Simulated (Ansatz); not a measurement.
**PBE0/aug-cc-pVTZ run of SiSe (SMILES [Si][Se])**

What is the vertical ionisation energy of SiSe at PBE0/aug-cc-pVTZ? 

Program for the calculation: Ansatz 0.2.0.

20 further runs of the same task are left out: 20 set aside as unsound or not needed.

### 1 The system as given

The species is SiSe (2 atoms), meant as a singlet with charge 0. As SMILES, `[Si][Se]`. Geometry: relaxed at PBE0-D4/def2-TZVP.

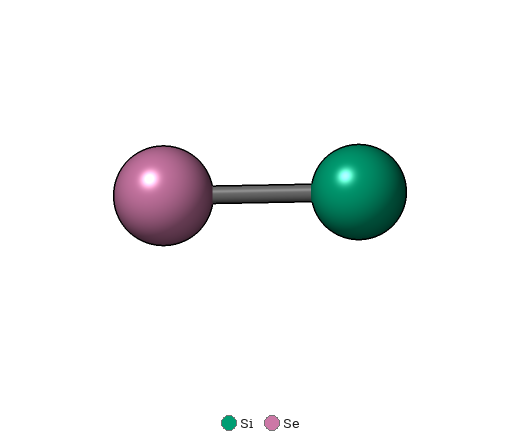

Viewed from a chosen angle; silicon teal, selenium pink.

### 2 The energy at PBE0/aug-cc-pVTZ

File job.yaml:

```yaml
crystal:
  periodic: [false, false, false]
  atoms:
    - {symbol: Si, position_ang: [0.000000, 0.000000, 0.031440]}
    - {symbol: Se, position_ang: [-0.000000, -0.000000, 2.093090]}
basis:
  gaussian:
    orbitals: aug-cc-pVTZ
hamiltonian:
  xc: {name: PBE0}
accuracy: high
output: {orbitals: {seedname: orbitals}}
```

The run is started by

```sh
$ ansatz run job.yaml --threads 1 --pin off --max-ram 3480MiB --events-out events.jsonl --progress --plain --runs-dir runs
```

Output:

```text
Warning: RAYON_NUM_THREADS=1 ignored (pool sized by the plan → 1); use --threads N
Functional definition: PBE0
  name "PBE0"
  parameter a = 0.25
  parameter kappa = 0.804
  parameter beta = 0.06672455060314922
  exchange = (1 - a)*pbe_x(kappa = kappa, mu = beta*pi^2/3) + a*exact_x
  correlation = pbe_c(beta = beta)
1391 factors; integrals over basis functions are off by at most 4.1e-9 eV
mean field evaluation 1: about -73216.8764 eV, gradient 1.5e1 eV
mean field evaluation 2: about -73214.3671 eV, gradient 3.1e1 eV
mean field evaluation 4: about -73217.7498 eV, gradient 1.6e0 eV
mean field evaluation 8: about -73217.8235 eV, gradient 8.2e-2 eV
mean field evaluation 16: about -73217.8236 eV, gradient 2.6e-6 eV
mean field -73217.82356749 eV, -2690.7053872818 hartree, gradient 1.4e-8 eV, S^2 0.000000; 0 other end points of the search recorded, 0 dependent functions left out
reference -73217.82357018 eV, -2690.7053873808 hartree; 24, 24 occupied and 85, 85 virtual orbitals, 1391 factors
Total energy: -73217.82357018 eV, -2690.7053873808 hartree
```

Run time: 8.1 s. Hardware: 1 thread of Arm Neoverse V1, shared host; peak memory 0.27 GiB.

### 3 The doublet cation at the same level

File in.yaml:

```yaml
basis:
  gaussian: {orbitals: aug-cc-pVTZ}
crystal:
  periodic: [false, false, false]
  atoms:
    - symbol: Si
      position_ang: [0.000000, 0.000000, 0.031440]
    - symbol: Se
      position_ang: [-0.000000, -0.000000, 2.093090]
total_charge: 1
magnetization: {spin_polarized: true, initial_magnetization: 1}
hamiltonian: {xc: {name: PBE0}}
accuracy: high
output: {orbitals: {seedname: orbitals}}
```

The run is started by

```sh
$ ansatz run in.yaml --threads 1 --pin off --max-ram 3480MiB --events-out events.jsonl --progress --plain --runs-dir runs
```

Output, shortened:

```text
Warning: RAYON_NUM_THREADS=1 ignored (pool sized by the plan → 1); use --threads N
[... 7 set-up lines as earlier in the session ...]
1391 factors; integrals over basis functions are off by at most 4.1e-9 eV
mean field evaluation 1: about -73203.0485 eV, gradient 2.5e1 eV
mean field evaluation 2: about -73166.7355 eV, gradient 7.2e1 eV
mean field evaluation 4: about -73207.4566 eV, gradient 5.7e0 eV
mean field evaluation 8: about -73207.7633 eV, gradient 5.3e-2 eV
mean field evaluation 16: about -73207.7634 eV, gradient 3.7e-4 eV
mean field evaluation 32: about -73207.7678 eV, gradient 3.3e-2 eV
mean field -73207.76784348 eV, -2690.3358462407 hartree, gradient 4.0e-8 eV, S^2 0.781762; 5 other end points of the search recorded, 0 dependent functions left out
reference -73207.76784618 eV, -2690.3358463400 hartree; 24, 23 occupied and 85, 86 virtual orbitals, 1391 factors
Total energy: -73207.76784618 eV, -2690.3358463400 hartree
```

It took 53 s on 1 thread of Arm Neoverse V1, shared host; peak memory 0.43 GiB.

### 4 Results

Level: PBE0/aug-cc-pVTZ.

| quantity | value |
| --- | --- |
| singlet SiSe: total energy | -2690.70539 Eh |
| singlet SiSe: HOMO energy | -7.82 eV |
| singlet SiSe: LUMO energy | -2.48 eV |
| singlet SiSe: HOMO–LUMO gap | 5.34 eV |
| doublet cation: total energy | -2690.33585 Eh |
| doublet cation: HOMO energy (highest over α and β) | -14.44 eV |
| doublet cation: LUMO energy (lowest over α and β) | -12.27 eV |
| doublet cation: ⟨S²⟩ | 0.782 |
| vertical ionisation energy (to the doublet cation) | 10.056 eV |

The vertical ionisation energy comes to 10.06 eV (232 kcal/mol). −ε(HOMO) before ionisation, 7.82 eV, is 2.24 eV below this ionisation energy.
